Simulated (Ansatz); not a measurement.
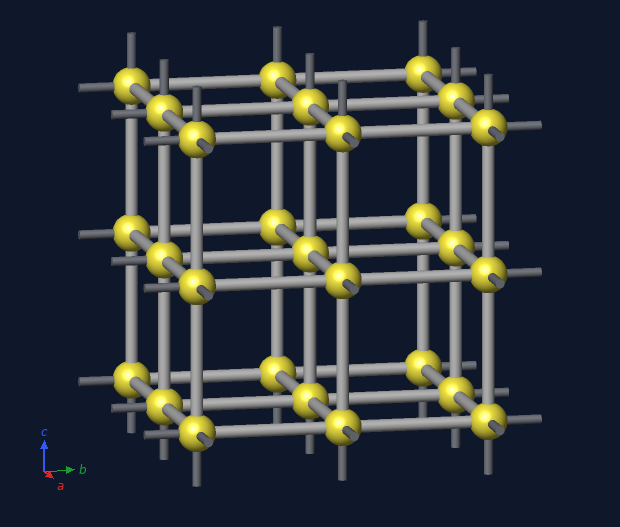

The picture shows a finite piece of the underlying net of a crystal structure, nodes on the atoms' positions. Nodes are coloured by topological kind. Edges to nodes outside the piece are drawn as stubs.

### What net is this?

A uninodal 6-connected, three-periodic net. It is the pcu net, known from NaCl, ReO3 and the B-X framework of perovskite.

### Give point symbol and coordination sequence.

4¹²·6³, sequence 6, 18, 38, 66, 102.

Origin of the net. System NiO (space group Fm-3m, No. 225); source of the atomic positions: the input geometry of an electronic-structure calculation (not necessarily at equilibrium). Bonds are taken as Ni–O below 2.3 Å. Atoms with one bond or none are removed and atoms with two bonds are replaced by edges, until no such atom is left. O and Ni are 6-connected nodes.
